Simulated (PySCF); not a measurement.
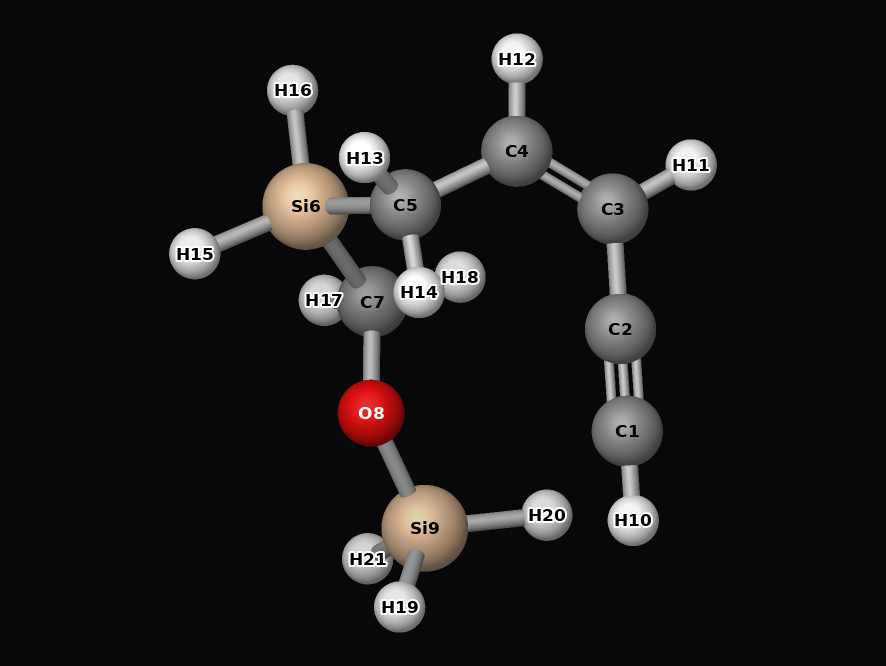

Computed geometry: GFN2-xTB optimisation. No frequency run is at hand to confirm it as a minimum. Electric field gradients from the ground-state density, PBE0/pcSseg-1 (PySCF 2.14.0), non-relativistic apart from any core potentials.

Give the largest field-gradient component, the quadrupole coupling constant and the asymmetry for 17O at O8 (Q = −25.6 mb).

```
atom  V_zz (a.u.)  e²qQ/h (MHz)     η
  O8        1.768        −10.64  0.39
```

The geometry is semi-empirical. Around Si such bond lengths and angles can be off by a tenth of an ångström or more and by several degrees, and values that hang on the shape move with them.
